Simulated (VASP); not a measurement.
Band structure of SnO2 (space group P4_2/mnm). Computed with LDA (Ceperley-Alder, Perdew-Zunger), VASP's LDA PAW potentials (set 64) (plane waves; VASP).

Unless said otherwise, spin-orbit coupling is left out, though it shifts the bands of the heavy elements here.

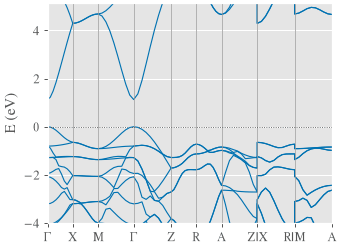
*Bands along high-symmetry lines, zero at the valence-band maximum or, without a gap, the Fermi level*

Read the plot: is there a gap, and where are the band edges?

The gap is direct, 1.13 eV, from the valence maximum at Γ to the conduction minimum at Γ. (Edges off the drawn lines would not show.)

The structure comes from a computed database's SnO2 entry (P4_2/mnm); how it stands against other phases isn't given here. It was relaxed first.
